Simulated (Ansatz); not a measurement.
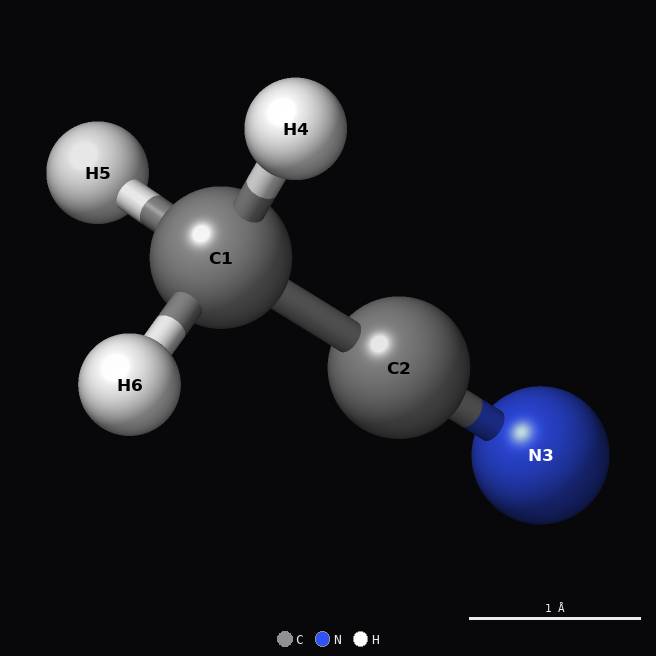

Charge +1, doublet. Geometry: a fixed input geometry, not necessarily a minimum. Basis: def2-SVP. Computed at fixed atoms with Ansatz. R, U and RO name restricted, unrestricted and restricted open-shell orbitals; core potentials come with def2 and Stuttgart sets past Kr, some runs use density fitting (about 1 meV), and each entry rests on the lowest determinant that the runs found.

```xyz
6
charge 1, multiplicity 2
C    -0.6850   -0.8370    0.4587
C     0.1623    0.1983   -0.1087
N     0.8368    1.0224   -0.5604
H    -0.9477   -0.5876    1.4968
H    -1.6116   -0.9333   -0.1252
H    -0.1619   -1.8040    0.4507
```

Give total energies (hartree), correlation energies and ⟨S²⟩ of the determinant for ROHF; U-CCSD(T) (3 frozen); U-MP2 (3 frozen); U-PBE0; UHF.

```
              method  energy (Eh)  correlation (mEh)  ⟨S²⟩
                ROHF    -131.4158                  –  0.75
                 UHF    -131.4182                  –  0.76
    U-MP2 (3 frozen)    -131.7819             -363.7  0.76
U-CCSD(T) (3 frozen)    -131.8330             -414.8  0.76
              U-PBE0    -132.0437                  –  0.75
```
